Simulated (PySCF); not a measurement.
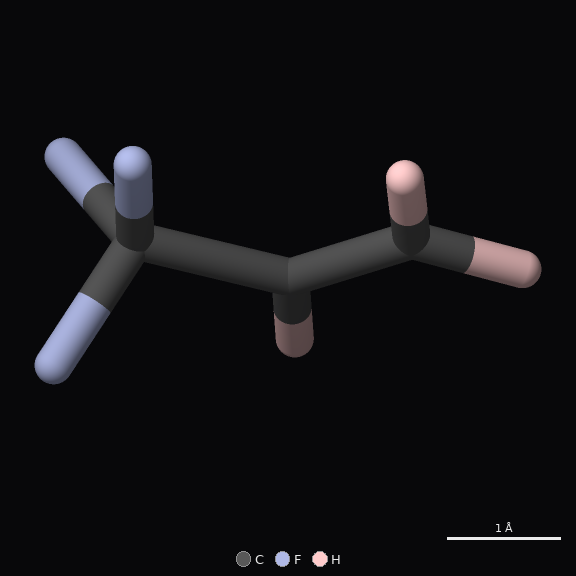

Stick drawing of a structure.

What does the picture show?

Formula C₃H₃F₃. As SMILES it reads `C=CC(F)(F)F`. It has no ring. Among its groups: alkene, C–F bond. This geometry has Cs symmetry. Coordination: 2 C trigonal planar; 1 C tetrahedral.

The parts below concern this one geometry. Atoms keep their numbers from picture to picture. Computed geometry: PBE0-D3(BJ)/def2-TZVP optimisation. No frequency run is at hand to confirm it as a minimum.

Charges

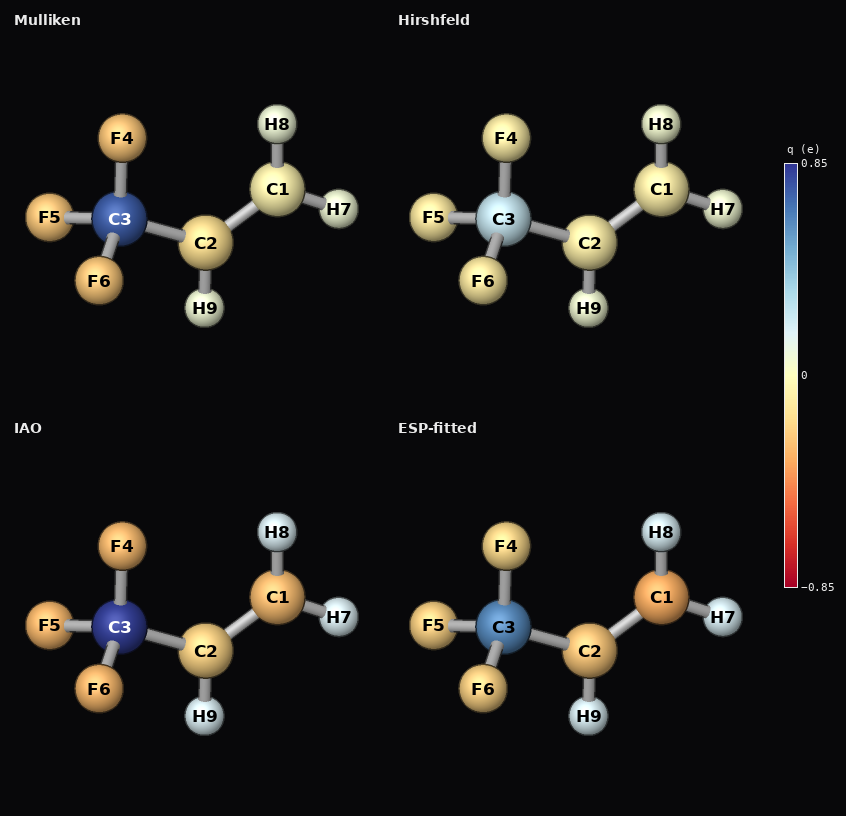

Atomic charges of one calculation by 4 schemes, on one colour scale. No frequency run is at hand to confirm it as a minimum. Computed with PBE0/pcSseg-2 (PySCF 2.14.0).

On which atom do the schemes disagree most?

On C3 (from 0.25 to 0.82 e).

List the charges (e), one line for each set of equivalent atoms.

```json
{"atom": "C1", "Mulliken": "−0.06", "Hirshfeld": "−0.07", "IAO": "−0.28", "ESP-fitted": "−0.33"}
{"atom": "C2", "Mulliken": "−0.16", "Hirshfeld": "−0.07", "IAO": "−0.20", "ESP-fitted": "−0.25"}
{"atom": "C3", "Mulliken": "0.74", "Hirshfeld": "0.25", "IAO": "0.82", "ESP-fitted": "0.61"}
{"atom": "F4", "Mulliken": "−0.25", "Hirshfeld": "−0.08", "IAO": "−0.28", "ESP-fitted": "−0.18"}
{"atom": "F5, F6", "Mulliken": "−0.24", "Hirshfeld": "−0.10", "IAO": "−0.29", "ESP-fitted": "−0.21"}
{"atom": "H7", "Mulliken": "0.07", "Hirshfeld": "0.07", "IAO": "0.17", "ESP-fitted": "0.19"}
{"atom": "H8", "Mulliken": "0.07", "Hirshfeld": "0.06", "IAO": "0.17", "ESP-fitted": "0.19"}
{"atom": "H9", "Mulliken": "0.07", "Hirshfeld": "0.06", "IAO": "0.18", "ESP-fitted": "0.18"}
```

Dipole moment

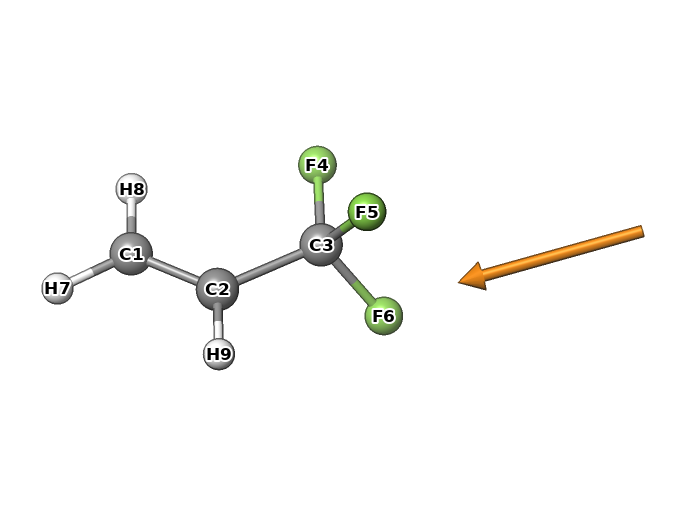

The arrow beside the molecule shows the direction of the dipole moment, from the negative to the positive end (its length means nothing). No frequency run is at hand to confirm it as a minimum. Method: PBE0/pcJ-2, gas phase (PySCF 2.14.0).

Estimate the dipole moment.

2.44 D; it points from the side of F5, F6 to the side of H7 (the outermost atoms at the two ends).

Spin–spin coupling

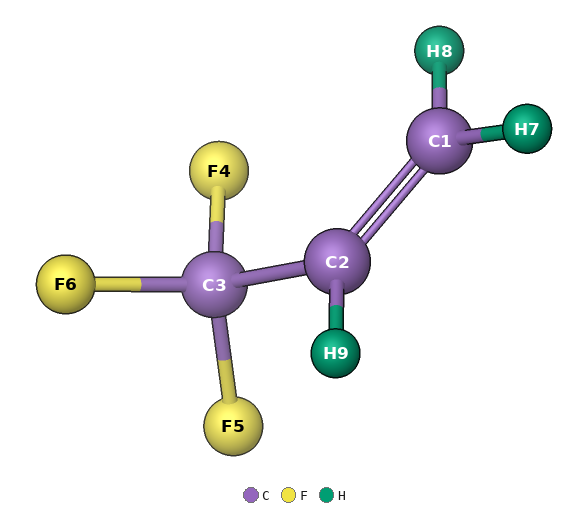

No frequency run is at hand to confirm it as a minimum. Method: B3LYP/pcJ-2 indirect spin-spin coupling, non-relativistic, gas phase (PySCF 2.14.0). Isotopes: 13C, 19F, 1H.

Give the spin–spin coupling constants of these pairs, with the number of bonds between them: C1/H8, C1/C2, C1/H7, C2/C3, C2/H9, C3/F6, C3/F5, C2/F5, C3/H9, H7/H8, C1/F5, C3/H7, H7/H9.

```
  pair  bonds apart  J (Hz)
C1, H8            1   169.4
C1, C2            1    77.9
C1, H7            1   169.9
C2, C3            1    77.8
C2, H9            1   173.5
C3, F6            1  −338.5
C3, F5            1  −338.5
C2, F5            2    38.9
C3, H9            2     4.6
H7, H8            2     1.6
C1, F5            3     6.1
C3, H7            3    15.5
H7, H9            3    12.8
```

Density functionals are unreliable for couplings to fluorine, so those rows may be far off.

Mulliken values depend strongly on the basis set and can even reverse the polarity of a bond.
